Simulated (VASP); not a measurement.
Band structure of AgCl (space group Fm-3m). All values below come from LDA (Ceperley-Alder, Perdew-Zunger), VASP's LDA PAW potentials (set 64) (plane waves; VASP).

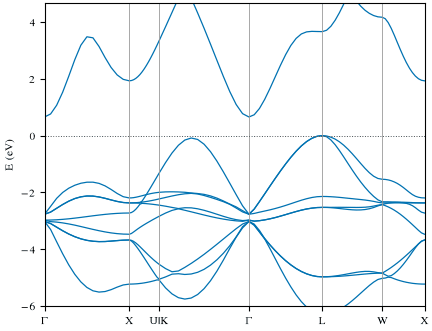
Bands along high-symmetry lines, zero at the valence-band maximum or, without a gap, the Fermi level

Task: Read the plot: is there a gap, and where are the band edges?

Result: The gap is indirect, 0.65 eV, from the valence maximum at L to the conduction minimum at Γ. (Edges off the drawn lines would not show.)

The structure comes from a computed database's AgCl entry (Fm-3m); how it stands against other phases isn't given here. It was relaxed first, which changed the volume by -10 %.
